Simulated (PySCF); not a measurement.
# CH7BO2Si (SMILES COBO[SiH3]): what the fields show

Input

```
{"job": {"kind": "nmr", "xc": "PBE0", "basis": "pcSseg-1"}, "charge": 0, "multiplicity": 1}
C      2.286871    -0.122248     0.561127
O      0.900297     0.078308     0.468202
B      0.083307    -0.646806    -0.317845
O     -1.220707    -0.377003    -0.319625
Si    -2.374040     0.589196     0.277021
H      2.613645    -0.969429    -0.048311
H      2.544216    -0.307727     1.606684
H      2.798021     0.783197     0.224412
H      0.484037    -1.523081    -1.006164
H     -2.151836     0.910707     1.687863
H     -2.388780     1.810129    -0.530877
H     -3.573834    -0.225927     0.092132
```

Run with:

```sh
OMP_NUM_THREADS=1 python probes_run.py task.json out
```

Geometry: GFN2-xTB.

The calculation used PBE0/pcSseg-1, SCF density, gas phase, non-relativistic in PySCF 2.14.0.

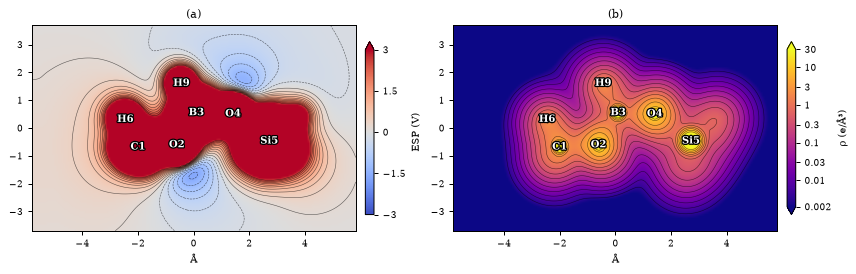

Figure 1. (a) electrostatic potential; (b) electron density on the plane of atoms O2, C1 and H6.

What do the fields say about this system?

- Atoms in the plane: C, O, B, Si and H.
- B–O (1.33 Å): ρ at the midpoint is about 2.2 e/Å³.
- C–O (1.40 Å): the density is about 2.1 e/Å³ at the midpoint, with its minimum of 1.7 e/Å³ about 0.5 Å from C.
- Si–O (1.62 Å): ρ at the midpoint is about 1.1 e/Å³.
- C–H (1.09 Å): the density is about 2 e/Å³ at the midpoint.
- B–H (1.18 Å): the density is about 1.3 e/Å³ at the midpoint.
- Outside the dense part of the molecule the potential is most negative (−1.6 V) near O2.

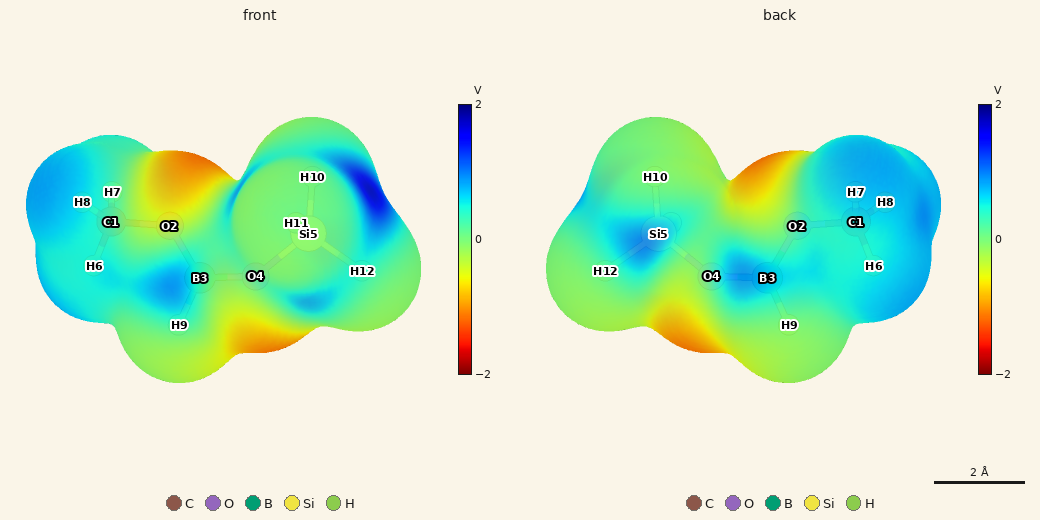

Figure 2. The molecular electrostatic potential painted on the density surface at 0.002 e/bohr³, seen from the front and from behind; red is negative and blue positive.

Describe the electrostatic potential map.

The most negative region (about −1.1 V) lies over O2 and O4, the most positive (about +1.5 V) over Si5.
